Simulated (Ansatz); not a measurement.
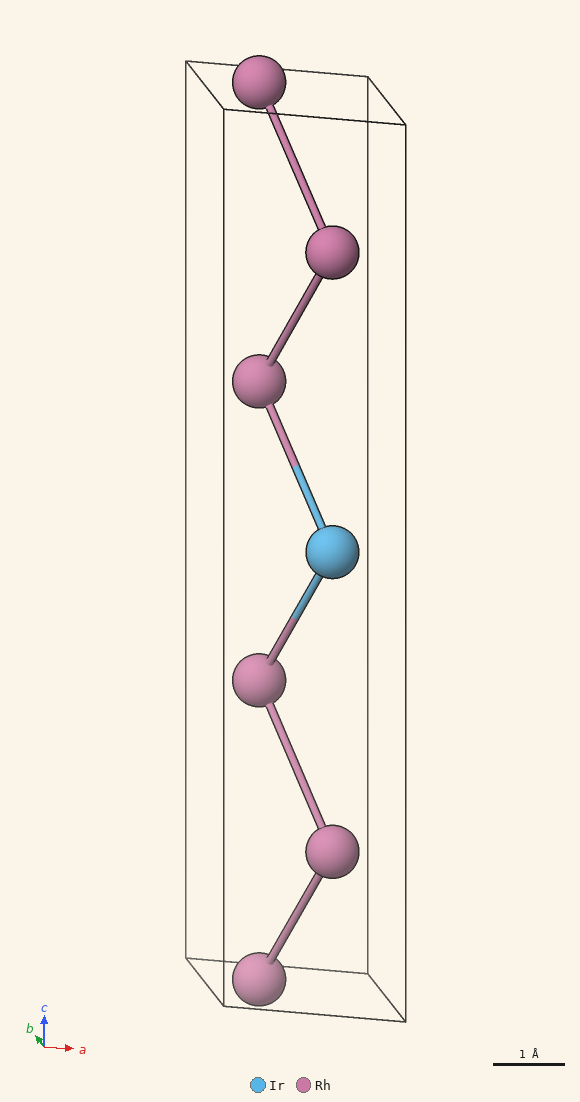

Crystal structure, ball-and-stick style, seen slightly off an axis. Atoms at the boundary of the conventional unit cell (the box) are drawn once for each face, edge or corner they touch.

IrRh$_{5}$, space group P-6m2 (No. 187), a = 2.728 Å, b = 2.728 Å, c = 13.191 Å, α = 90.00°, β = 90.00°, γ = 120.00°. Origin of the cell: a structure type filled with these elements by a generator (whether the compound takes this form wasn't checked). Earlier steps of the study, as a rule a relaxation of our own, may have changed the cell and positions, so they can lie some per cent off the listed ones. Ansatz was used for an electronic-structure calculation on it.

This one geometry was computed with Ansatz (DFT, plane waves, PAW) at three levels of theory: r2SCAN, PBE and PBE with spin-orbit coupling.

Which level gives the highest pressure at this volume, and what does that say about its equilibrium volume?

Answer. Highest: PBE (0.0 GPa) and PBE with spin-orbit coupling (0.3 GPa), which points to the largest equilibrium volume. Lowest, with the smallest volume: r2SCAN (-6.5 GPa). Levels within 0.5 GPa of each other can't be told apart.

How does the band gap change with the level of theory?

Answer. All levels give a metal.

Collect the results in a table.

Answer.
| level | cutoff (eV) | k-mesh of the run's cell | gap (eV) | pressure (GPa) |
| --- | --- | --- | --- | --- |
| r2SCAN | 500 | 18×18×4 | metal | -6.5 |
| PBE | 420 | 18×18×4 | metal | 0.0 |
| PBE with spin-orbit coupling | 420 | 18×18×4 | metal | 0.3 |

Gaps are taken on the k-mesh or band path of each run.
